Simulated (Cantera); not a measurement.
Feed: 1 mol SiH₂Cl₂, 0.69 mol Cl₂, 12 mol H₂, equilibrated at 0.0160 bar.

Equilibrium computed with Cantera from the NASA thermochemical tables; the gas is ideal and each condensed phase is pure. Candidate condensed phases: Si; 19 gas species. The tables' values for SiCl₃ are old estimates; treat these amounts as uncertain. Kinetics and transport are ignored.

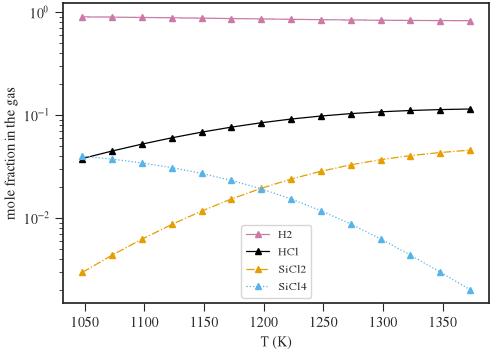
Equilibrium gas composition (values under 1e-9 drawn at 1e-9)

From 1048 K to 1373 K the condensed part is Si(s). The main Si-bearing gas is SiCl₄ at 1048 K and SiCl₂ at 1373 K.
